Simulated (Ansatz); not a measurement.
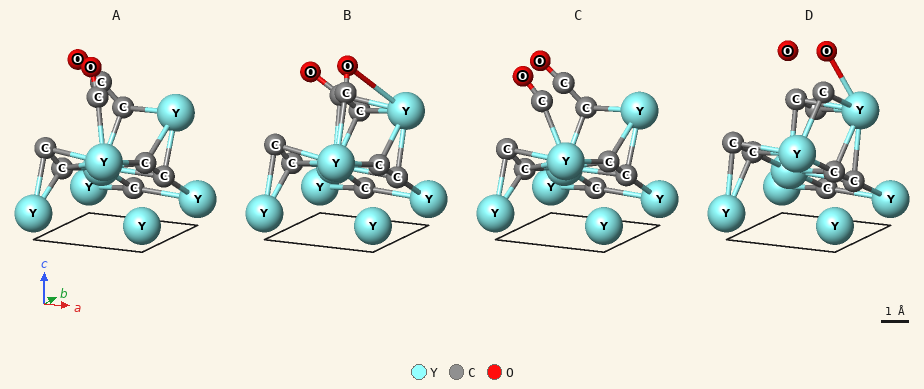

4 geometries from one constrained relaxation of a slab of composition Y₂C₄O, in shuffled order. The picture is a ball-and-stick view of the cell of the calculation, outlined in the plane, without the vacuum, seen slightly off an axis.

It is O2 on YC2(111), set down by a guess. The run prepares an end point of a later path (dissociation) calculation, from a guessed geometry. 2 atoms are held fixed.

Theory: Ansatz 0.2.0, DFT PBEsol, scalar-relativistic, plane waves, PAW. Settings: plane-wave cutoff 420 eV; k-point mesh 5 × 4 × 1; occupations fermi dirac; smearing width 0.1 eV; collinear spin; atoms relaxed in a fixed cell; force threshold 0.03 eV/Å; at most 60 steps.

Q: Order the frames from highest to lowest energy.

A: D, B, A, C. They are steps 0, 8, 16, 37, at +12.743 eV per cell of the calculation, +1.476 eV per cell of the calculation, +0.100 eV per cell of the calculation relative to the last. An O atom moves most: 3.54 Å at 80° to the normal (−c side). By element the largest moves are O 3.54 Å, C 2.05 Å, Y 0.71 Å. The lattice vectors keep their values. Near-neighbour distances that change, for instance: O–Y 6.437 → 2.610 Å, O–Y 2.624 → 5.566 Å, C–Y 5.247 → 2.705 Å, C–Y 2.445 → 4.870 Å. New bonds form: C–O (2.00 → 1.22 Å), C–O (2.06 → 1.18 Å), C–Y (5.25 → 2.71 Å), O–Y (6.44 → 2.61 Å). Bonds break: C–Y (2.44 → 4.87 Å), O–Y (2.62 → 5.57 Å). Among the angles between lasting bonds that change: Y–C–C 76.0° → 117.0°, Y–C–C 180.0° → 140.6°, Y–C–C 180.0° → 143.2°. After 33 accepted moves (37 points after the start) the energy has fallen by 12.743 eV per cell of the calculation. The largest force component goes from 4.1 to 0.03 eV/Å. The line search rejected the trial steps at points 18, 19, 26, 32 of the run. The program noted that the starting moments weren't kept. The run may lie on a higher electronic state than the lowest, so the end point isn't shown to be the ground-state structure.

Limits of the set-up: the periodic images lie only 5.2 Å apart, so the values are limited by the cell's size.
